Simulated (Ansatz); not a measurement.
Cost and result by functional for the surface energy of the (11-22) surface of hcp Hf in its 1x1 cell, outermost plane spacing 1.35 Å in the ideal cut, in Ansatz (plane waves, PAW). Single points on the PBE structure, on one kind of machine; costs are rough ratios of the slab run's core time (references not counted) to the cheapest single point. r2SCAN's cost holds its higher cutoff (500 against 420 eV). Differences are taken against r2SCAN for comparison alone: no measured value is at hand, so the table doesn't rank accuracy.

Set-up: 18 atoms, 10.8 Å thick at the start; mesh 7x7x1; 0.1 eV smearing; dipole correction on; all atoms relaxed; held to the start's symmetry, so lower structures may exist; no spin, no spin-orbit, no U. These notes are the PBE run's.

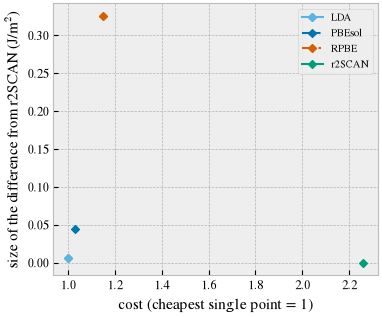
Fig. 1. Difference from r2SCAN against cost

```tsv
functional	relative cost	surface energy (J/m²)	less r2SCAN (J/m²)
LDA	1	2.16	-0.01
PBEsol	1	2.13	-0.04
RPBE	1	1.84	-0.33
r2SCAN	2	2.17	0.00
PBE (the relaxed run's value)	–	1.96	-0.21
```

The values span 0.33 J/m², while the single points' costs differ by a factor of roughly 2. Differences are of unrounded values.

Ansatz is a quantum-chemistry and plane-wave program.
